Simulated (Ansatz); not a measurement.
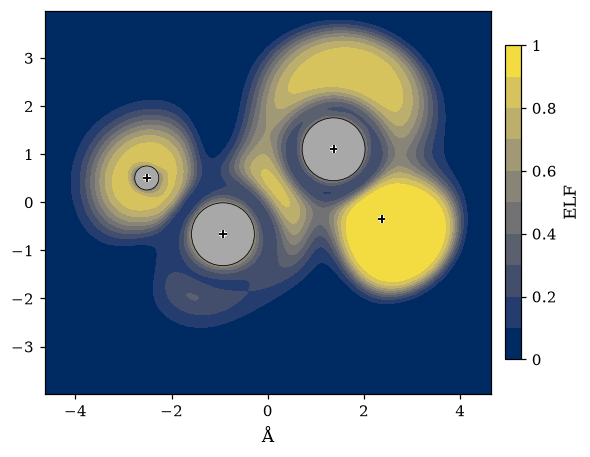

The ELF on a plane through atoms (crosses mark nuclei in the plane; grey discs cover the cores).

All numbers below come from isolated molecule in a Gaussian basis; Kohn-Sham density functional theory, functional PBE0 (Ansatz 0.2.0).

Candidates:
A. BH$_{8}$NPSi (charge +1)
B. F$_{3}$H$_{2}$SbSn (SMILES [F][SbH][SnH]([F])[F])
C. Al$_{2}$FH$_{5}$OSi (SMILES [F][Al]([SiH3])[O][AlH2])

Which system is this?

Candidate B: F$_{3}$H$_{2}$SbSn on the plane of atoms Sn5, Sb4 and H6, which holds F, Sb, Sn and H. Sn–F (1.97 Å): the ELF peaks at about 0.80 in the valence shell of F, 0.5 Å from its nucleus, and drops to about 0.15 between the two atoms. Sn–Sb (2.90 Å): the ELF peaks at about 0.85 between the atoms, as expected for a covalent bond.
